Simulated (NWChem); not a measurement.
# CH5AlBF (SMILES FB[CH2][AlH2]): levels of theory compared

Wanted: a comparison of 3 runs (HF/STO-3G, HF/3-21G, B3LYP/6-31G*) of CH5AlBF. 

The results are computed with NWChem 7.3.0.

## Step 1: The molecule

CH5AlBF has 9 atoms, charge 0, and is taken as a singlet. As SMILES, `FB[CH2][AlH2]`. Geometry: a GFN2-xTB relaxation, a rough one for these elements and not checked as a minimum. This is one conformer, not always the lowest.

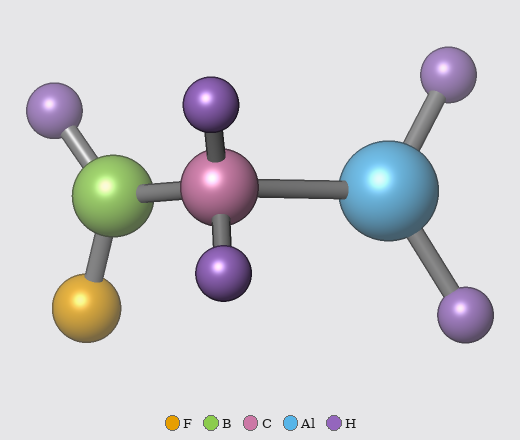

The structure, seen from a chosen angle (fluorine amber, boron green, carbon pink, aluminium blue, hydrogen purple).

## Step 2: Energy and gradient at HF/STO-3G (run 1)

Input file mol.nw:

```
START mol
memory total 2200 mb

GEOMETRY noautosym nocenter noautoz
F    -1.487140    1.639580    0.341260
B    -0.185540    1.418940    0.189960
C     0.395170    0.062290    0.654960
Al   -0.019750   -1.349390   -0.710550
H     0.414490    2.283920   -0.333200
H    -0.133660   -0.319820    1.542030
H     1.469210    0.098620    0.867700
H    -1.220280   -2.308290   -0.521180
H     0.767520   -1.525850   -2.030960
END

BASIS spherical bse
F library STO-3G
B library STO-3G
C library STO-3G
Al library STO-3G
H library STO-3G
END

SCF
singlet
rhf
thresh 1e-08
maxiter 80
END

TASK scf gradient
```

Run with:

```bash
$ nwchem mol.nw > mol.out
```

Output:

```text
[...]
  functions       =    29
[...]
  wavefunction    = RHF
[...]
         Total SCF energy =   -401.799709872206
      One-electron energy =   -820.015700482651
      Two-electron energy =    287.741026634130
 Nuclear repulsion energy =    130.474963976316
        Time for solution =      1.0s
[...]
                         RHF ENERGY GRADIENTS
    atom               coordinates                        gradient
                 x          y          z           x          y          z
   1 F      -2.810287   3.098357   0.644888   -0.020357   0.002104   0.003170
   2 B      -0.350620   2.681408   0.358972    0.025856  -0.006658  -0.006404
   3 C       0.746763   0.117711   1.237695    0.005229   0.035451   0.015101
   4 Al     -0.037322  -2.549977  -1.342745    0.001383   0.001429   0.007697
   5 H       0.783273   4.315983  -0.629657   -0.002487   0.007034  -0.001135
   6 H      -0.252581  -0.604372   2.914014   -0.009045  -0.010601   0.008260
   7 H       2.776404   0.186365   1.639715    0.012170   0.000907   0.004448
   8 H      -2.305995  -4.362036  -0.984887   -0.025049  -0.022261  -0.001293
   9 H       1.450402  -2.883438  -3.837958    0.012301  -0.007404  -0.029845
[...]
```

It took 2 s on 1 thread of AMD EPYC 9R45 (Zen 5), shared host; peak memory 0.1 GiB.

## Step 3: Energy and forces at HF/3-21G (run 2)

Input file run.py:

```python
from ase import Atoms
from ase.calculators.nwchem import NWChem

molecule = Atoms('FBCAlHHHHH', positions=[
    [-1.487140, 1.639580, 0.341260],
    [-0.185540, 1.418940, 0.189960],
    [0.395170, 0.062290, 0.654960],
    [-0.019750, -1.349390, -0.710550],
    [0.414490, 2.283920, -0.333200],
    [-0.133660, -0.319820, 1.542030],
    [1.469210, 0.098620, 0.867700],
    [-1.220280, -2.308290, -0.521180],
    [0.767520, -1.525850, -2.030960],
])

calc = NWChem(
    label='ch5albf',
    theory='scf',
    memory='2200 mb',
    basis='3-21G',
    basispar='spherical bse',
    scf={'nopen': '0', 'rhf': None, 'thresh': '1e-08', 'maxiter': '80'},
)
molecule.calc = calc

forces = molecule.get_forces()
e = molecule.get_potential_energy()
print(f"E = {e:.6f} eV")
print("forces (eV/A):")
for s, f in zip(molecule.symbols, forces):
    print(f"{s:2s} {f[0]:10.5f} {f[1]:10.5f} {f[2]:10.5f}")
print("dipole (e A):", molecule.get_dipole_moment().round(4))
```

Run with:

```bash
$ export ASE_NWCHEM_COMMAND="nwchem PREFIX.nwi > PREFIX.nwo"
$ python run.py
```

Output:

```text
E = -11011.132790 eV
forces (eV/A):
F    -1.78162    0.38001    0.08726
B     1.44985   -0.56256    0.34581
C     0.04721   -0.15298    0.24276
Al    0.19849    0.39389    0.34031
H     0.27619    0.16296   -0.18892
H     0.16393    0.25876   -0.20461
H    -0.28699   -0.03589   -0.23973
H    -0.63774   -0.45889    0.27968
H     0.57073    0.01481   -0.66257
dipole (e A): [ 0.3099 -0.1877  0.0912]
```

The calculator wrote ch5albf.nwi:

```
title "ch5albf"

permanent_dir ch5albf

scratch_dir ch5albf

start ch5albf

geometry units angstrom nocenter noautosym noautoz
  F  -1.4871399999999999e+00 1.6395800000000000e+00 3.4126000000000001e-01
  B  -1.8554000000000001e-01 1.4189400000000001e+00 1.8995999999999999e-01
  C  3.9517000000000002e-01 6.2289999999999998e-02 6.5495999999999999e-01
  Al -1.9750000000000000e-02 -1.3493900000000001e+00 -7.1055000000000001e-01
  H  4.1449000000000003e-01 2.2839200000000002e+00 -3.3320000000000000e-01
  H  -1.3366000000000000e-01 -3.1981999999999999e-01 1.5420300000000000e+00
  H  1.4692099999999999e+00 9.8619999999999999e-02 8.6770000000000003e-01
  H  -1.2202800000000000e+00 -2.3082900000000000e+00 -5.2117999999999998e-01
  H  7.6751999999999998e-01 -1.5258499999999999e+00 -2.0309599999999999e+00
end

memory 2200 mb

basis spherical bse noprint
   * library 3-21G
end

scf
  nopen 0
  rhf
  thresh 1e-08
  maxiter 80
end

task scf gradient
```

ch5albf.nwo:

```text
Northwest Computational Chemistry Package (NWChem) 7.3.0
             --------------------------------------------------------

           Job information
           ---------------

    nwchem branch   = 7.3.0
    use scalapack   = T
    input           = ch5albf.nwi
    prefix          = ch5albf.
    data base       = ch5albf/ch5albf.db
    status          = startup
    nproc           =        1

           Memory information
           ------------------

    heap     =     72089598 doubles =      550.0 Mbytes
    stack    =     72089595 doubles =      550.0 Mbytes
    global   =    144179200 doubles =     1100.0 Mbytes (distinct from heap & stack)
    total    =    288358393 doubles =     2200.0 Mbytes
    verify   = yes
    hardfail = no

[... 138 lines left out ...]
 Convergence threshold     :          1.000E-08
[... 13 lines left out ...]
       Final RHF  results
[... 3 lines left out ...]
      One-electron energy =   -820.176560108430
[... 1 line left out ...]
 Nuclear repulsion energy =    130.474963976316
[... 37 lines left out ...]
                       ROHF Final Molecular Orbital Analysis
[... 227 lines left out ...]
                         RHF ENERGY GRADIENTS

    atom               coordinates                        gradient
                 x          y          z           x          y          z
   1 F      -2.810287   3.098357   0.644888    0.034647  -0.007390  -0.001697
   2 B      -0.350620   2.681408   0.358972   -0.028195   0.010940  -0.006725
   3 C       0.746763   0.117711   1.237695   -0.000918   0.002975  -0.004721
[... 5 lines of this table left out ...]
   9 H       1.450402  -2.883438  -3.837958   -0.011099  -0.000288   0.012885

                 ----------------------------------------
                 |  Time  |  1-e(secs)   |  2-e(secs)   |
                 ----------------------------------------
                 |  CPU   |       0.00   |       0.49   |
                 ----------------------------------------
                 |  WALL  |       0.00   |       0.49   |
                 ----------------------------------------

 Task  times  cpu:        1.8s     wall:        1.8s
 Total times  cpu:        1.8s     wall:        1.8s
```

Wall time 2.6 s (1 thread of AMD EPYC 9R45 (Zen 5), shared host); peak memory 0.098 GiB.

## Step 4: Energy and forces at B3LYP/6-31G(d) (Cartesian functions) (run 3)

Input file run.py:

```python
from ase import Atoms
from ase.calculators.nwchem import NWChem

system = Atoms(['F', 'B', 'C', 'Al', 'H', 'H', 'H', 'H', 'H'], positions=[
    [-1.487140, 1.639580, 0.341260],
    [-0.185540, 1.418940, 0.189960],
    [0.395170, 0.062290, 0.654960],
    [-0.019750, -1.349390, -0.710550],
    [0.414490, 2.283920, -0.333200],
    [-0.133660, -0.319820, 1.542030],
    [1.469210, 0.098620, 0.867700],
    [-1.220280, -2.308290, -0.521180],
    [0.767520, -1.525850, -2.030960],
])

calc = NWChem(
    label='work',
    theory='dft',
    memory='2200 mb',
    basis='6-31G*',
    dft={'xc': 'b3lyp', 'mult': '1', 'grid': 'xfine', 'convergence': 'energy 1e-08', 'iterations': '100', 'mulliken': None},
)
system.calc = calc

forces = system.get_forces()
e = system.get_potential_energy()
print(f"E = {e:.6f} eV")
print("forces (eV/A):")
for s, f in zip(system.symbols, forces):
    print(f"{s:2s} {f[0]:10.5f} {f[1]:10.5f} {f[2]:10.5f}")
print("dipole (e A):", system.get_dipole_moment().round(4))
```

Run with:

```bash
$ export ASE_NWCHEM_COMMAND="nwchem PREFIX.nwi > PREFIX.nwo"
$ python run.py
```

Output:

```text
E = -11110.050452 eV
forces (eV/A):
F    -0.61706    0.13329    0.02293
B     0.18795   -0.66628    0.37672
C    -0.15411   -0.22291   -0.04381
Al    0.18471    0.58775    0.40783
H     0.40449    0.37430   -0.29547
H    -0.02874    0.10372   -0.03306
H     0.05353   -0.01162   -0.20085
H    -0.49057   -0.32396    0.24945
H     0.45992    0.02571   -0.48368
dipole (e A): [ 0.2285 -0.1591  0.1287]
```

The calculator wrote work.nwi:

```
title "work"

permanent_dir work

scratch_dir work

start work

geometry units angstrom nocenter noautosym noautoz
  F  -1.4871399999999999e+00 1.6395800000000000e+00 3.4126000000000001e-01
  B  -1.8554000000000001e-01 1.4189400000000001e+00 1.8995999999999999e-01
  C  3.9517000000000002e-01 6.2289999999999998e-02 6.5495999999999999e-01
  Al -1.9750000000000000e-02 -1.3493900000000001e+00 -7.1055000000000001e-01
  H  4.1449000000000003e-01 2.2839200000000002e+00 -3.3320000000000000e-01
  H  -1.3366000000000000e-01 -3.1981999999999999e-01 1.5420300000000000e+00
  H  1.4692099999999999e+00 9.8619999999999999e-02 8.6770000000000003e-01
  H  -1.2202800000000000e+00 -2.3082900000000000e+00 -5.2117999999999998e-01
  H  7.6751999999999998e-01 -1.5258499999999999e+00 -2.0309599999999999e+00
end

memory 2200 mb

basis noprint
   * library 6-31G*
end

dft
  xc b3lyp
  mult 1
  grid xfine
  convergence energy 1e-08
  iterations 100
  mulliken
end

task dft gradient
```

work.nwo:

```text
Northwest Computational Chemistry Package (NWChem) 7.3.0
             --------------------------------------------------------

           Job information
           ---------------

    nwchem branch   = 7.3.0
    use scalapack   = T
    input           = work.nwi
    prefix          = work.
    data base       = work/work.db
    status          = startup
    nproc           =        1

           Memory information
           ------------------

    heap     =     72089598 doubles =      550.0 Mbytes
    stack    =     72089595 doubles =      550.0 Mbytes
    global   =    144179200 doubles =     1100.0 Mbytes (distinct from heap & stack)
    total    =    288358393 doubles =     2200.0 Mbytes
    verify   = yes
    hardfail = no

[... 109 lines left out ...]
  convergence criterion.
[... 42 lines left out ...]
          Spatial weights used:  Erf1
[... 72 lines left out ...]
         Total DFT energy =     -408.286826766361
[... 3 lines left out ...]
 Nuclear repulsion energy =      130.474963976316
[... 589 lines left out ...]
          Convergence on gradient requested:  5.00D-04
[... 29 lines left out ...]
          total energy or number of iterations.
[... 26 lines left out ...]
                         DFT ENERGY GRADIENTS

    atom               coordinates                        gradient
                 x          y          z           x          y          z
   1 F      -2.810287   3.098357   0.644888    0.012000  -0.002592  -0.000446
   2 B      -0.350620   2.681408   0.358972   -0.003655   0.012957  -0.007326
   3 C       0.746763   0.117711   1.237695    0.002997   0.004335   0.000852
[... 5 lines of this table left out ...]
   9 H       1.450402  -2.883438  -3.837958   -0.008944  -0.000500   0.009406

                 ----------------------------------------
                 |  Time  |  1-e(secs)   |  2-e(secs)   |
                 ----------------------------------------
                 |  CPU   |       0.00   |       2.95   |
                 ----------------------------------------
                 |  WALL  |       0.00   |       2.95   |
                 ----------------------------------------

 Task  times  cpu:       19.9s     wall:       19.9s
 Total times  cpu:       19.9s     wall:       19.9s
```

Wall time 21 s (1 thread of AMD EPYC 9R45 (Zen 5), shared host); peak memory 0.14 GiB.

## Step 5: Overview of the runs

```csv
run,level,Cartesian functions,iteration cap,energy (Eh),dipole moment (D),HOMO energy (eV),LUMO energy (eV),wall time
1,HF/STO-3G,no,80,-401.799710,1.27,-8.64,7.56,2 s
2,HF/3-21G,no,80,-404.651670,1.79,-11.17,0.99,2.6 s
3,B3LYP/6-31G* (Cartesian functions),yes,100,-408.286827,1.47,-7.83,-1.85,21 s
```

## Step 6: Summary of results

```
                       quantity          value
            run 3: total energy  -408.28683 Eh
           run 3: dipole moment         1.47 D
             run 3: HOMO energy       -7.83 eV
             run 3: LUMO energy       -1.85 eV
           run 3: HOMO–LUMO gap        5.98 eV
run 3: largest force on an atom     0.788 eV/Å
```

**Reading.** The dipole moment (its size) runs from 1.27 D (HF/STO-3G) to 1.79 D (HF/3-21G). The HOMO–LUMO gap runs from 5.98 eV (B3LYP/6-31G*) to 16.20 eV (HF/STO-3G). The two ends differ in method and basis. In run 1 the basis is minimal, so the values are rough. All runs together took 26 s, the longest 21 s.
